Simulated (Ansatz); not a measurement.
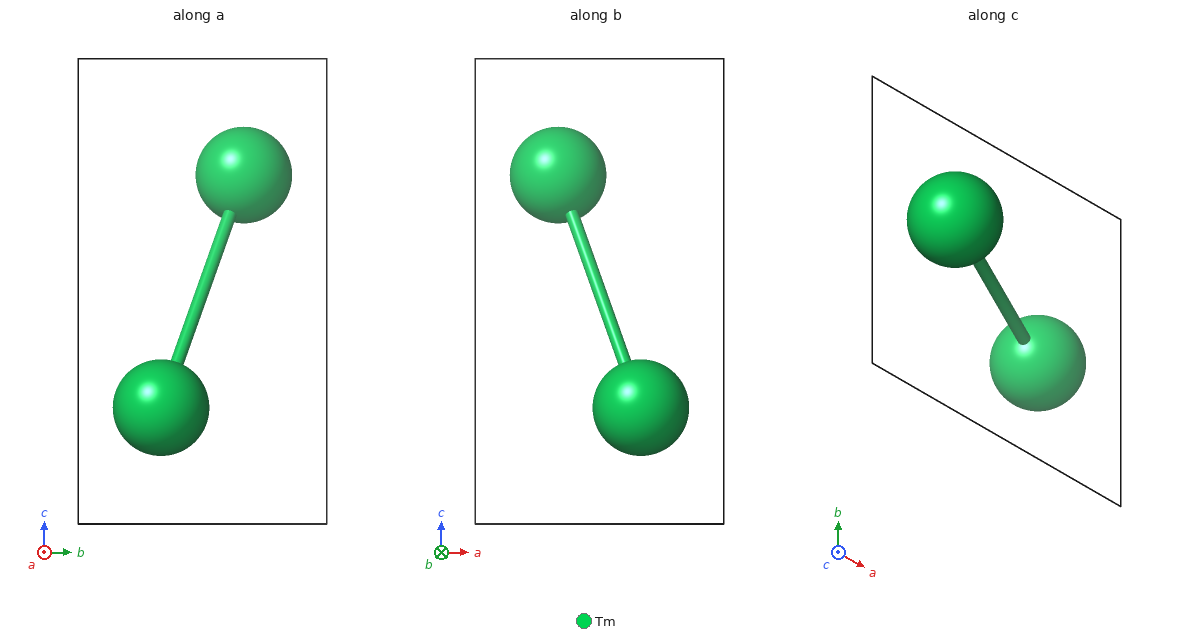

Shown here is a ball-and-stick view of the crystal, taken along the a axis, along the b axis and along the c axis. One conventional unit cell is outlined, and atoms on its boundary appear in each equivalent place.

Lattice parameters: a = 3.6042 Å, b = 3.6042 Å, c = 5.8440 Å, α = 90.000°, β = 90.000°, γ = 120.000°.

> Give the structure in the form of a CIF with its space group and independent sites.

```cif
data_structure
_symmetry_space_group_name_H-M 'P 63/m m c'
_symmetry_Int_Tables_number 194
_cell_length_a 3.6042
_cell_length_b 3.6042
_cell_length_c 5.8440
_cell_angle_alpha 90.000
_cell_angle_beta 90.000
_cell_angle_gamma 120.000
_cell_volume 65.75
loop_
_atom_site_label
_atom_site_type_symbol
_atom_site_symmetry_multiplicity
_atom_site_Wyckoff_symbol
_atom_site_fract_x
_atom_site_fract_y
_atom_site_fract_z
_atom_site_occupancy
Tm1 Tm 2 d 0.3333 0.6667 0.7500 1
```

The structure was taken from the standard structure of this element. Earlier steps of the study may have refined or changed the cell and positions. Ansatz was used for an electronic-structure calculation on it.
